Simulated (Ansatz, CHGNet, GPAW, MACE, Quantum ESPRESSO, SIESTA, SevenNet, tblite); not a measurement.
# Which run comes nearest? KH6C3NO5 (P2_1/c) (64 atoms)

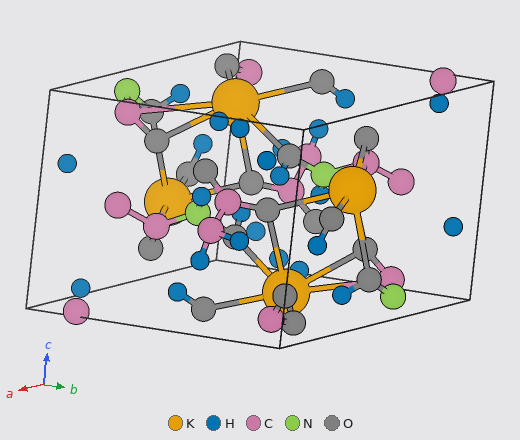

The cell (potassium orange, hydrogen blue, carbon pink, nitrogen green, oxygen grey). Bonds to atoms that aren't drawn are left out. Some periodic images of atoms are drawn too.

The cell holds 64 atoms: 4 K, 24 H, 12 C, 4 N and 20 O. Its edges and angles: a = 7.457 Å, b = 13.002 Å, c = 6.816 Å, α = 90.0°, β = 105.4°, γ = 90.0°. It derives from KH6C3NO5 (P2_1/c), repeated 1×1×1. KH6C3NO5, space group P2_1/c, structure from the Crystallography Open Database, 1 x 1 x 1 conventional cells; every coordinate displaced by a Gaussian of 0.01 Å; bonds to H set to neutron lengths (C-H 1.089, N-H 1.015, O-H 0.983, B-H 1.19 Å) where the listed ones are shorter. Then every atom was moved at random, 0.05 Å r.m.s. a Cartesian component (hydrogen 0.6 of that).

Geometry: as built.

The reference, a calculation:

| Property | Result |
| --- | --- |
| method | Kohn-Sham DFT, PBE, SSSP efficiency 1.3.0 pseudopotentials, plane waves (Quantum ESPRESSO 7.5); sssp-pbe-1.3.0-efficiency, cutoffs 60/480 Ry, Γ point |
| r.m.s. force component | 2.014 eV/Å |
| longest force | 9.847 eV/Å |
| pressure | 1.7 GPa |
| gap (highest filled to lowest empty level) | 3.547 eV |
| time | 74 s on 2 MPI ranks of Arm Neoverse V2, shared host |
| CPU time | 2.5 min |

Q: Estimate the differences from the reference, the CPU time and the memory of each run.
- GPAW PBE, LCAO dzp, h 0.18 Å (GPAW 26.7.0; 1 thread)
- GPAW PBE, LCAO sz(dzp), h 0.18 Å (GPAW 26.7.0; 1 thread)
- SIESTA PBE, SZP, shift 0.01 Ry, mesh 500 Ry (SIESTA 5.4.2; 2 MPI ranks)
- SIESTA PBE, SZ, shift 0.02 Ry, mesh 500 Ry (SIESTA 5.4.2; 1 thread)
- QE PBE, dojo-0.4.1-standard, 80/320 Ry (Quantum ESPRESSO 7.5; 2 MPI ranks)
- tblite GFN1-xTB (tblite 0.8.0; 1 thread)
- SevenNet 0 potential (SevenNet 0; 1 thread)
- GPAW revPBE, LCAO dzp, h 0.18 Å (GPAW 26.7.0; 1 thread)
- CHGNet 0.3.0 potential (CHGNet 0.3.0; 1 thread)
- SIESTA PBE, DZP, shift 0.01 Ry, mesh 500 Ry (SIESTA 5.4.2; 2 MPI ranks)

Differences are against the plane-wave reference, forces as r.m.s. over components; share is that over the reference's r.m.s. force, slope the least-squares factor from reference forces to these. Total energies of different programs have different zeros and aren't compared.

```csv
run,"Δ force, r.m.s. (meV/Å)",share (%),slope,Δ pressure (GPa),Δ gap (eV),cores,CPU time,memory (GiB)
reference,-,-,-,-,-,2,2.5 min,1.6
"GPAW PBE, LCAO dzp, h 0.18 Å",428,21.3,1.068,-,0.0239,1,89 s,0.83
"GPAW PBE, LCAO sz(dzp), h 0.18 Å (coarse)",2766,137,1.277,-,-0.499,1,34 s,0.64
"SIESTA PBE, SZP, shift 0.01 Ry, mesh 500 Ry (coarse)",1329,66.0,1.162,8.14,-0.103,2,2.1 min,1.2
"SIESTA PBE, SZ, shift 0.02 Ry, mesh 500 Ry (coarse)",2716,135,1.292,18.7,-0.571,1,38 s,0.48
"QE PBE, dojo-0.4.1-standard, 80/320 Ry",116,5.77,0.979,-0.46,0.0011,2,1.8 min,0.78
tblite GFN1-xTB,493,24.5,0.965,-4.76,-,1,2.1 s,0.12
SevenNet 0 potential,228,11.3,0.988,-0.256,-,1,7.4 s,0.91
"GPAW revPBE, LCAO dzp, h 0.18 Å",433,21.5,1.070,-,0.0692,1,90 s,0.83
CHGNet 0.3.0 potential,433,21.5,0.888,0.691,-,1,3.5 s,1.4
"SIESTA PBE, DZP, shift 0.01 Ry, mesh 500 Ry",306,15.2,1.054,1.86,0.0214,2,2.5 min,1.3
```

Rows marked coarse were listed beforehand as settings not expected to be converged; some can still land near the reference.

Times of the machine-learned potentials are mostly Python's start and the loading of weights.

CPU time is summed over cores on a shared host, where runs went side by side, so it is rough. Symmetry, cutoffs, thresholds, outputs and thread counts weren't matched or tuned between programs; memory under MPI is the largest rank's times the ranks.

PBE on plane waves or a grid with other potentials, cutoffs or grids, coarse settings apart, differs from the reference by 5.8 % (QE PBE, dojo-0.4.1-standard, 80/320 Ry) of the r.m.s. force; this holds the reference's own error, so differences of a few per cent don't tell which side is nearer the exact PBE result. The PBE runs in local orbitals, coarse settings apart, differ by 15 % (SIESTA PBE, DZP, shift 0.01 Ry, mesh 500 Ry) to 21 % (GPAW PBE, LCAO dzp, h 0.18 Å); basis, grid and potentials can all enter. Tight binding differs by 24 % (tblite GFN1-xTB); it is another model, with fitted parameters of its own, and the xTB methods hold dispersion. Machine-learned potentials differ by 11 % (SevenNet 0 potential) to 22 % (CHGNet 0.3.0 potential); they were trained on other programs' data. Periodic xTB results under one method name differ between programs and library versions. With short bonds to hydrogen, sets of potentials differ among themselves by several per cent in forces even at converged cutoffs, so the reference isn't exact here either. Machine-learned potentials mimic data converged in k, so the reference's own k-point error enters their differences. The published positions, changed by the recipe (random displacements or longer bonds to H), lie far from the minimum at this level of theory. The electronic-structure runs sample only Γ, in a cell whose shortest periodic width is 7 Å.

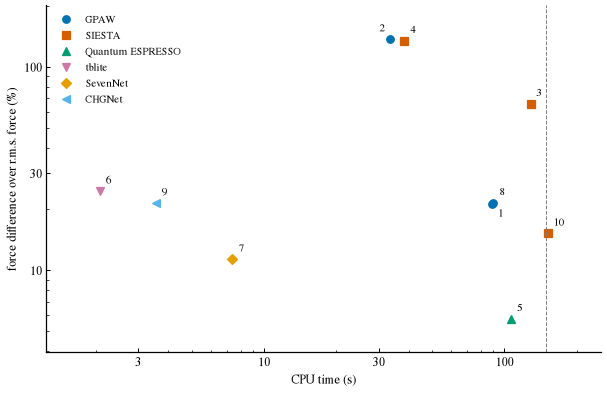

Force difference against CPU time; the dashed line marks the reference's time. Points: 1 GPAW PBE, LCAO dzp, h 0.18 Å; 2 GPAW PBE, LCAO sz(dzp), h 0.18 Å; 3 SIESTA PBE, SZP, shift 0.01 Ry, mesh 500 Ry; 4 SIESTA PBE, SZ, shift 0.02 Ry, mesh 500 Ry; 5 QE PBE, dojo-0.4.1-standard, 80/320 Ry; 6 tblite GFN1-xTB; 7 SevenNet 0 potential; 8 GPAW revPBE, LCAO dzp, h 0.18 Å; 9 CHGNet 0.3.0 potential; 10 SIESTA PBE, DZP, shift 0.01 Ry, mesh 500 Ry.

[Logs are printed without paths, hosts, clocks, repeated set-up lines and the standing remarks that a program may print on its own settings, such as how far it seeks lower states.]

[Hosts, paths, dates, database ids (printed as entryN), source tags and the programs' standing remarks are cut or masked in the printed files.]
